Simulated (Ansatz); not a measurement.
**The false plateau in GW convergence: LiMgBN2 (I-4m2)**

Can the band sum of G0W0 be converged at a fixed screening cutoff? A test on LiMgBN2 (I-4m2).

Program: Ansatz 0.2.0. Level of theory: G0W0 on PBE, plane waves, PAW; PAW set soft_1. Results are calculated unless marked as measured.

**1. The starting structure**

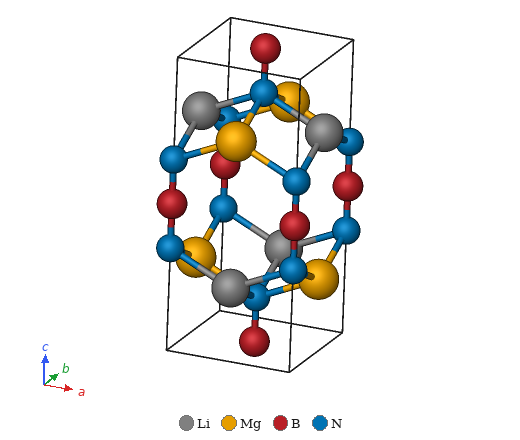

The cell as given, from a free direction (lithium grey, magnesium orange, boron red, nitrogen blue). This picture shows the conventional cell, with its axes. Some periodic images of atoms are drawn too.

The cell and positions are those that the Materials Project relaxed with its own functionals (PBE, PBE+U or r2SCAN), kept fixed.

**2. 52 empty bands, screening to 50 eV**

G0W0 replaces the xc potential by the self-energy, built once from these orbitals. Only a window of levels is corrected, while the sums run over the empty bands that the input names. This step takes PAW set soft_1 files.

File input.yaml:

```yaml
crystal:
  lattice:
    - [-1.909656, 1.909656, 4.443522]
    - [1.909656, -1.909656, 4.443522]
    - [1.909656, 1.909656, -4.443522]
  atoms:
    - { symbol: Li, position: [0.25, 0.75, 0.5] }
    - { symbol: Mg, position: [0.75, 0.25, 0.5] }
    - { symbol: B, position: [0.5, 0.5, 0.0] }
    - { symbol: "N", position: [0.6512635, 0.6512635, 0.0] }
    - { symbol: "N", position: [0.3487365, 0.3487365, 0.0] }
kpoints:
  mp_grid: { grid: [6, 6, 6] }
hamiltonian:
  xc: pbe
  pseudopotentials: { kind: paw, azcp: { folder: soft_1 } }
scf:
  occupations: { method: fixed }
gw:
  n_empty_bands: 52
  ecut_chi: 50
  qp_bands: [v2, c2]
  qp_kpoints: band_edges
  screening: { model: contour_deformation }
```

Run with:

```bash
$ ansatz run input.yaml --threads 2 --pin off --max-ram 92160MiB --backend cuda --events-out ev --progress --plain --runs-dir out --devices 1 --max-vram 13GiB
```

Numbers of over 12 decimals in the logs are rounded to 6 here.

Log:

```text
GPUs: using 1 of 1 available (devices: 1).
Engine: ansatz 0.2.0, x86_64-unknown-linux-gnu
Pseudopotentials: kind: paw
Pseudopotential: Li, paw, valence charge 3, recommended cutoff 420 eV (normal), soft_1/Li.paw.azcp
Pseudopotential: Mg, paw, valence charge 10, recommended cutoff 420 eV (normal), soft_1/Mg.paw.azcp
Pseudopotential: B, paw, valence charge 3, recommended cutoff 420 eV (normal), soft_1/B.paw.azcp
Pseudopotential: N, paw, valence charge 5, recommended cutoff 420 eV (normal), soft_1/N.paw.azcp
Functional definition: PBE
  parameter kappa = 0.804
  parameter beta = 0.066725
  exchange = pbe_x(kappa = kappa, mu = beta*pi^2/3)
  correlation = pbe_c(beta = beta)
device memory: the entry about to start is reckoned to put 0.8 GiB on a device that reports 39.7 GiB free (of which the cap on the GPU budget leaves the run 13.0 GiB)
GPU FFT provider: cuFFT
GPU libraries: cuBLAS 13.8.2, cuFFT 12.4.0, cuSOLVER 12.3.4
Crystal: 5 atoms, lattice volume = 64.818 Å³
Basis set: ecut = 420 eV, 1283 PW (Γ)
Bands: 18, of which v1, the nominal top of the filled ones, is band 13 counted from 1 (12 counted from 0)
Symmetry: 8 space group operations
Space group: I-4m2 (ITA 119), of the structure as read, at distance tolerance 4.0e-5 Å
k-points: 30 of 216 (time reversal used)
Non-local potential: Li, projectors of the file, l = 0: 3, l = 1: 2, l = 2: 1
Non-local potential: Mg, projectors of the file, l = 0: 3, l = 1: 2, l = 2: 1
Non-local potential: B, projectors of the file, l = 0: 2, l = 1: 2, l = 2: 1
Non-local potential: N, projectors of the file, l = 0: 2, l = 1: 2, l = 2: 1
PAW form: soft (Blöchl's): semilocal exchange-correlation on the pseudo side does not see the compensation charge
PAW one-centre angular grid: Li, 110 points (default); XC on 96 Gauss nodes
PAW one-centre angular grid: Mg, 110 points (default); XC on 64 Gauss nodes
PAW one-centre angular grid: B, 110 points (default); XC on 64 Gauss nodes
PAW one-centre angular grid: N, 110 points (default); XC on 64 Gauss nodes
Initial density: superposition of atomic densities (chi_scale 0.1, normalization cell, long waves kept (reshape's long-wave potential 0.02 eV rms))
Initial wavefunctions: pseudopotential atomic-orbital guess
GPU buffer pool allocated for 46656 grid points (all kernels)
GPU transforms: local potential and band sums: pruned to the plane-wave sphere, on 36×36×36
Functional: x = pbe(κ = 0.804, μ = 0.219515), c = pbe(β = 0.066725)
SCF iter   1: F=—  HF=-3059.828881 eV  |F-HF|=—  |Δ(HF+E_count)|=         —  Δρ=1.03e-1  dr2=9.26e0  ethr=3.10e-3  ⟨swp⟩=5.0  Hψ=2573  notcnv=0  defer=78
preconditioner: auto → none  [insulator: Δε(μ)=4.483 eV  Ē_g=13.483 eV  n_scr=14 (ndim 8)  ℏωp=18.4 eV  f_vac=0.001  ε∞_Penn≈2.9]
SCF iter   2: F=—  HF=-3057.704562 eV  |F-HF|=—  |Δ(HF+E_count)|=    2.12e0  Δρ=7.17e-2  dr2=2.56e0  ethr=3.10e-3  ⟨swp⟩=3.0  Hψ=1401  notcnv=0  defer=78
SCF iter   3: F=—  HF=-3057.080759 eV  |F-HF|=—  |Δ(HF+E_count)|=   6.24e-1  Δρ=1.94e-2  dr2=2.24e-1  ethr=3.10e-3  ⟨swp⟩=2.0  Hψ=1116  notcnv=0  defer=49
SCF iter   4: F=—  HF=-3057.062563 eV  |F-HF|=—  |Δ(HF+E_count)|=   1.82e-2  Δρ=4.10e-3  dr2=1.30e-2  ethr=8.63e-4  ⟨swp⟩=2.8  Hψ=852  notcnv=0  defer=83
SCF iter   5: F=—  HF=-3057.063250 eV  |F-HF|=—  |Δ(HF+E_count)|=   6.87e-4  Δρ=1.08e-3  dr2=4.62e-4  ethr=5.02e-5  ⟨swp⟩=2.0  Hψ=775  notcnv=0  defer=89
SCF iter   6: F=—  HF=-3057.063760 eV  |F-HF|=—  |Δ(HF+E_count)|=   5.10e-4  Δρ=2.24e-4  dr2=2.27e-5  ethr=1.78e-6  ⟨swp⟩=2.0  Hψ=788  notcnv=0  defer=90
SCF iter   7: F=—  HF=-3057.063798 eV  |F-HF|=—  |Δ(HF+E_count)|=   3.83e-5  Δρ=2.62e-5  dr2=2.38e-7  ethr=8.75e-8  ⟨swp⟩=2.0  Hψ=793  notcnv=0  defer=56
SCF iter   8: F=-3057.063799 eV  HF=-3057.063798 eV  |F-HF|=3.36e-9  |Δ(HF+E_count)|=   5.73e-7  Δρ=2.57e-6  dr2=3.51e-9  ethr=3.85e-10  ⟨swp⟩=9.6  Hψ=2369  notcnv=0
SCF 1 converged in 8 iterations: F = -3057.063799 eV  dr2 = 3.51e-9
[...]
NSCF: frozen V_eff on 1 k-points
device memory: the entry about to start is reckoned to put 0.4 GiB on a device that reports 47.2 GiB free (of which the cap on the GPU budget leaves the run 13.0 GiB)
NSCF: frozen V_eff on 1 k-points
device memory: the entry about to start is reckoned to put 0.4 GiB on a device that reports 47.2 GiB free (of which the cap on the GPU budget leaves the run 13.0 GiB)
NSCF: frozen V_eff on 1 k-points
SCF converged after 8 iterations
Free energy (F): -3057.063799 eV
Harris-Foulkes:  -3057.063798 eV  (|F-HF|=3.36e-9)
Internal energy: -3057.063799 eV  (E = F + TS)
E sigma→0 (E₀):  -3057.063799 eV
Fermi energy:    3.105453 eV
--- Per-component energies (eV) ---
  E_band       = -480.593501
  E_kinetic    = 394.439418
  E_local      = -2696.319192  (includes V_loc(G=0)·N_el)
  E_nonlocal   = 254.511523
  E_hartree    = 952.776197
  E_xc         = -187.443784
  E_vxc        = -235.019270  (∫ρ·V_xc dr)
  E_paw        = -659.439170  (= ΣΔE_a)
  E_vpaw       = -103.759028  (= ΣTr[D̂ρ^β])
  E_aug_tail   = 0.001976  (compensation charges beyond the density's cutoff)
  E_ewald      = -1115.590766
  E_smearing   = -0.000000  (= −TS)
  E_closure    = 0.000000  (closes the sum)
  Σ components = -3057.063799   (vs F -3057.063799, Δ=0.00e0)
--- Band table (eV; the first three rows and the last of 30) ---
  k-point 0: bands = [... 9 lower, 0.9908, 0.9908, 1.7554, 1.7554, 5.7089, 9.1876, 10.9443, 10.9443, ... 1 higher]
  k-point 1: bands = [... 9 lower, 0.4655, 0.7740, 1.6012, 2.1540, 6.8010, 9.9038, 10.1587, 10.3284, ... 1 higher]
  k-point 2: bands = [... 9 lower, -0.1039, 0.3499, 1.3196, 2.5437, 7.9205, 9.7445, 9.8625, 11.3534, ... 1 higher]
  k-point 29: bands = [... 9 lower, 0.2024, 0.2024, 3.1055, 3.1055, 6.6501, 9.4436, 9.6607, 9.6607, ... 1 higher]
--- G₀W₀: contour deformation, 6 samples at zero and on the imaginary axis and 3 off it, 216 q-points, 52 empty bands' worth ---
  eigenvalues of the whole cell's RPA ε∞ on this k-mesh (on a slab, of 1 + 4πα/V) = 2.6432, 2.6432, 3.5759; static W/v taken at q = 0 is 0.347034
  gw.qp_kpoints: band_edges: 16 of 30 stored k-points solved, in 2 passes; an edge of the gap read off the rows below is read off those points alone
    valence top: of the k-points left out ik 6 came nearest to being solved in a further pass, in band 13 (counted from 1, as in the quasiparticle table): it holds the edge there only if its correction is more favourable than any solved in that band by at least 0.525 eV; those differ by 0.310 eV
    conduction bottom: of the k-points left out ik 17 came nearest to being solved in a further pass, in band 14 (counted from 1, as in the quasiparticle table): it holds the edge there only if its correction is more favourable than any solved in that band by at least 0.882 eV; those differ by 0.777 eV
    ik  band        ε_KS         Σx   Σc(E_QP)       V_xc       Z   E_QP_lin       E_QP  E_QP is
     0    12      1.7554   -19.7874     3.3900   -15.5065  0.7745     0.8527     0.8645  root
     0    13      1.7554   -19.7874     3.3900   -15.5065  0.7745     0.8527     0.8645  root
     0    14      5.7089    -5.3691    -3.0907    -9.0578  0.8411     6.3101     6.3070  root
     0    15      9.1876    -3.8039    -3.5214    -8.1449  0.8324    10.0150    10.0073  root
     3    12      1.1916   -19.4307     3.5083   -14.8750  0.7695     0.1253     0.1443  root
     3    13      2.6652   -20.1006     3.1617   -16.2033  0.7846     1.9230     1.9296  root
     3    14      8.2104    -3.3284    -3.2412    -7.0668  0.8404     8.7100     8.7075  root
     3    15      8.7533    -6.5553    -3.5207   -11.6790  0.8163    10.3859    10.3562  root
     4    12      1.9053   -20.1184     3.3916   -15.8882  0.7769     1.0567     1.0666  root
     4    13      1.9706   -19.9087     3.3294   -15.7419  0.7768     1.1234     1.1333  root
     4    14      6.3620    -5.8196    -3.0914    -9.6322  0.8353     7.0879     7.0832  root
     4    15      9.5133    -4.2767    -3.5966    -8.8015  0.8266    10.4524    10.4415  root
    11    12      1.9893   -19.9741     3.3150   -15.7987  0.7792     1.1188     1.1290  root
    11    13      2.4806   -20.2884     3.2423   -16.3189  0.7810     1.7467     1.7534  root
[...]
28    15      9.3454    -6.2563    -3.7387   -11.6763  0.8137    11.0623    11.0267  root
    29    12      3.1055   -20.6970     3.1220   -16.9939  0.7854     2.5206     2.5244  root
    29    13      3.1055   -20.6970     3.1220   -16.9939  0.7854     2.5206     2.5244  root
    29    14      6.6501    -5.0798    -3.0051    -8.7629  0.8368     7.3324     7.3280  root
    29    15      9.4436    -6.3606    -3.6148   -11.0508  0.8201    10.5337    10.5190  root
```

It took 19 s on 1 × NVIDIA H100 80GB HBM3 (shared by 6 runs) with 2 threads of AMD EPYC 7R13 (Zen 3), shared host; peak memory 1 GiB.

The column dr2 measures how far the density is from self-consistency, as an energy; F and HF (Harris–Foulkes) agree once it is small.

This step gave:

- bands summed: 65
- RPA ε∞ on this mesh (eigenvalues): 2.643, 2.643, 3.576
- plane waves in the screening matrix: 45
- q-points in the mesh: 216
- G0W0 gap on the mesh: 3.783 eV
- k of the valence top: -0.5, -0.5, -0.5
- k of the conduction bottom: 0, 0, 0
- starting gap on the mesh: 2.603 eV
- Z at the valence top: 0.7854
- Z at the conduction bottom: 0.8411
- least direct G0W0 gap on the computed points: 4.804 eV

The gap on the mesh goes from 2.60 eV to 3.78 eV, a correction of +1.18 eV. Between the two edge states, bare exchange in place of the xc potential would open the gap by 7.39 eV, and correlation takes back 6.21 eV.

**3. 270 empty bands, screening to 50 eV**

input.yaml: that of step 2 with these lines changed.

```diff
@@ -19,3 +19,3 @@
 gw:
-  n_empty_bands: 52
+  n_empty_bands: 270
   ecut_chi: 50
```

Log:

```text
GPUs: using 1 of 1 available (devices: 1).
[...]
GPU FFT provider: cuFFT
GPU libraries: cuBLAS 13.8.2, cuFFT 12.4.0, cuSOLVER 12.3.4
Crystal: 5 atoms, lattice volume = 64.818 Å³
Basis set: ecut = 420 eV, 1283 PW (Γ)
Bands: 18, of which v1, the nominal top of the filled ones, is band 13 counted from 1 (12 counted from 0)
Symmetry: 8 space group operations
[...]
k-points: 30 of 216 (time reversal used)
[...]
3    15      8.7533    -6.5553    -3.7885   -11.6790  0.8153    10.1084    10.0885  root
[...]
29    12      3.1055   -20.6970     2.9118   -16.9939  0.7848     2.3070     2.3142  root
    29    13      3.1055   -20.6970     2.9118   -16.9939  0.7848     2.3070     2.3142  root
    29    14      6.6501    -5.0798    -3.1900    -8.7629  0.8362     7.1453     7.1431  root
    29    15      9.4436    -6.3606    -3.8508   -11.0508  0.8193    10.2916    10.2831  root
[key lines of the parts left out:]
SCF converged after 8 iterations
Free energy (F): -3057.063799 eV
Fermi energy:    3.105453 eV
```

Wall time 34 s (1 × NVIDIA H100 80GB HBM3 (shared by 6 runs) with 2 threads); peak memory 1.4 GiB.

This step gave:

```
bands summed                                 : 283
RPA ε∞ on this mesh (eigenvalues)            : 2.652, 2.652, 3.587
plane waves in the screening matrix          : 45
G0W0 gap on the mesh                         : 3.815 eV
k of the valence top                         : -0.5, -0.5, -0.5
k of the conduction bottom                   : 0, 0, 0
starting gap on the mesh                     : 2.603 eV
least direct G0W0 gap on the computed points : 4.829 eV
```

Against the run with 6×6×6 mesh, 52 empty bands, screening to 50 eV, PAW set soft_1 files, the gap moves by +0.03 eV.

**4. 147 empty bands, screening to 100 eV**

Another rung: the empty bands reach about as high as the screening cutoff, so the two stay in balance.

input.yaml: that of step 3 with these lines changed.

```diff
@@ -19,4 +19,4 @@
 gw:
-  n_empty_bands: 270
-  ecut_chi: 50
+  n_empty_bands: 147
+  ecut_chi: 100
   qp_bands: [v2, c2]
```

Log:

```text
GPUs: using 1 of 1 available (devices: 1).
[...]
GPU FFT provider: cuFFT
GPU libraries: cuBLAS 13.8.2, cuFFT 12.4.0, cuSOLVER 12.3.4
Crystal: 5 atoms, lattice volume = 64.818 Å³
Basis set: ecut = 420 eV, 1283 PW (Γ)
Bands: 18, of which v1, the nominal top of the filled ones, is band 13 counted from 1 (12 counted from 0)
Symmetry: 8 space group operations
[...]
k-points: 30 of 216 (time reversal used)
[...]
3    15      8.7533    -6.5553    -3.8770   -11.6790  0.8115    10.0169    10.0000  root
[...]
29    12      3.1055   -20.6970     2.7089   -16.9939  0.7776     2.0998     2.1112  root
    29    13      3.1055   -20.6970     2.7089   -16.9939  0.7776     2.0998     2.1112  root
    29    14      6.6501    -5.0798    -3.1458    -8.7629  0.8362     7.1899     7.1873  root
    29    15      9.4436    -6.3606    -3.7985   -11.0508  0.8174    10.3450    10.3353  root
[key lines of the parts left out:]
SCF converged after 8 iterations
Free energy (F): -3057.063799 eV
Fermi energy:    3.105453 eV
```

Wall time 28 s (1 × NVIDIA H100 80GB HBM3 (shared by 6 runs) with 2 threads); peak memory 1.3 GiB; 41 s of CPU time.

The G0W0 gap on the mesh is 4.133 eV.

**5. 764 empty bands, screening to 100 eV**

input.yaml: that of step 4 with these lines changed.

```diff
@@ -19,3 +19,3 @@
 gw:
-  n_empty_bands: 147
+  n_empty_bands: 764
   ecut_chi: 100
```

Log:

```text
GPUs: using 1 of 1 available (devices: 1).
[...]
GPU FFT provider: cuFFT
GPU libraries: cuBLAS 13.8.2, cuFFT 12.4.0, cuSOLVER 12.3.4
Crystal: 5 atoms, lattice volume = 64.818 Å³
Basis set: ecut = 420 eV, 1283 PW (Γ)
Bands: 18, of which v1, the nominal top of the filled ones, is band 13 counted from 1 (12 counted from 0)
Symmetry: 8 space group operations
[...]
k-points: 30 of 216 (time reversal used)
[...]
3    15      8.7533    -6.5553    -3.9921   -11.6790  0.8112     9.8986     9.8848  root
[...]
29    12      3.1055   -20.6970     2.5698   -16.9939  0.7773     1.9571     1.9722  root
    29    13      3.1055   -20.6970     2.5698   -16.9939  0.7773     1.9571     1.9722  root
    29    14      6.6501    -5.0798    -3.2232    -8.7629  0.8360     7.1118     7.1099  root
    29    15      9.4436    -6.3606    -3.8957   -11.0508  0.8171    10.2457    10.2381  root
[key lines of the parts left out:]
SCF converged after 8 iterations
Free energy (F): -3057.063799 eV
Fermi energy:    3.105453 eV
```

Run time: 4.4 min. Hardware: 1 × NVIDIA H100 80GB HBM3 (shared by 6 runs) with 2 threads; peak memory 2.5 GiB; 7.9 min of CPU time.

The G0W0 gap on the mesh is 4.197 eV.

**6. 52 empty bands, screening to 150 eV**

input.yaml: that of step 5 with these lines changed.

```diff
@@ -19,4 +19,4 @@
 gw:
-  n_empty_bands: 764
-  ecut_chi: 100
+  n_empty_bands: 52
+  ecut_chi: 150
   qp_bands: [v2, c2]
```

Log:

```text
GPUs: using 1 of 1 available (devices: 1).
[...]
GPU FFT provider: cuFFT
GPU libraries: cuBLAS 13.8.2, cuFFT 12.4.0, cuSOLVER 12.3.4
Crystal: 5 atoms, lattice volume = 64.818 Å³
Basis set: ecut = 420 eV, 1283 PW (Γ)
Bands: 18, of which v1, the nominal top of the filled ones, is band 13 counted from 1 (12 counted from 0)
Symmetry: 8 space group operations
[...]
k-points: 30 of 216 (time reversal used)
[...]
3    15      8.7533    -6.5553    -3.5389   -11.6790  0.8126    10.3666    10.3380  root
[...]
29    12      3.1055   -20.6970     3.0555   -16.9939  0.7767     2.4531     2.4579  root
    29    13      3.1055   -20.6970     3.0555   -16.9939  0.7767     2.4531     2.4579  root
    29    14      6.6501    -5.0798    -2.9556    -8.7629  0.8367     7.3824     7.3776  root
    29    15      9.4436    -6.3606    -3.5379   -11.0508  0.8172    10.6125    10.5960  root
[key lines of the parts left out:]
SCF converged after 8 iterations
Free energy (F): -3057.063799 eV
Fermi energy:    3.105453 eV
```

It took 19 s on 1 × NVIDIA H100 80GB HBM3 (shared by 6 runs) with 2 threads; peak memory 1.4 GiB.

The G0W0 gap on the mesh is 3.973 eV.

**7. 270 empty bands, screening to 150 eV**

input.yaml: that of step 6 with these lines changed.

```diff
@@ -19,3 +19,3 @@
 gw:
-  n_empty_bands: 52
+  n_empty_bands: 270
   ecut_chi: 150
```

Log:

```text
GPUs: using 1 of 1 available (devices: 1).
[...]
GPU FFT provider: cuFFT
GPU libraries: cuBLAS 13.8.2, cuFFT 12.4.0, cuSOLVER 12.3.4
Crystal: 5 atoms, lattice volume = 64.818 Å³
Basis set: ecut = 420 eV, 1283 PW (Γ)
Bands: 18, of which v1, the nominal top of the filled ones, is band 13 counted from 1 (12 counted from 0)
Symmetry: 8 space group operations
[...]
k-points: 30 of 216 (time reversal used)
[...]
3    15      8.7533    -6.5553    -3.9959   -11.6790  0.8104     9.8948     9.8811  root
[...]
29    12      3.1055   -20.6970     2.4950   -16.9939  0.7745     1.8801     1.8974  root
    29    13      3.1055   -20.6970     2.4950   -16.9939  0.7745     1.8801     1.8974  root
    29    14      6.6501    -5.0798    -3.2118    -8.7629  0.8357     7.1233     7.1214  root
    29    15      9.4436    -6.3606    -3.8817   -11.0508  0.8160    10.2598    10.2522  root
[key lines of the parts left out:]
SCF converged after 8 iterations
Free energy (F): -3057.063799 eV
Fermi energy:    3.105453 eV
```

Run time: 59 s. Hardware: 1 × NVIDIA H100 80GB HBM3 (shared by 6 runs) with 2 threads; peak memory 1.7 GiB.

The G0W0 gap on the mesh is 4.291 eV.

[end of part 1 of 2]

[Paths, hosts, dates, memory and timing lines, banners, echoed tables and standing remarks are left out of the program output.]

[Logs are printed without paths, hosts, clocks, repeated set-up lines and the standing remarks that a program may print on its own settings, such as how far it seeks lower states.]

[Runs of the session that timed out or met a known fault of the program may be left out.]

[Cells called generated may have been cut or substituted from an entry of the Crystallography Open Database or the Materials Project.]

[Hosts, paths, dates, database ids (printed as entryN), source tags and the programs' standing remarks are cut or masked in the printed files.]
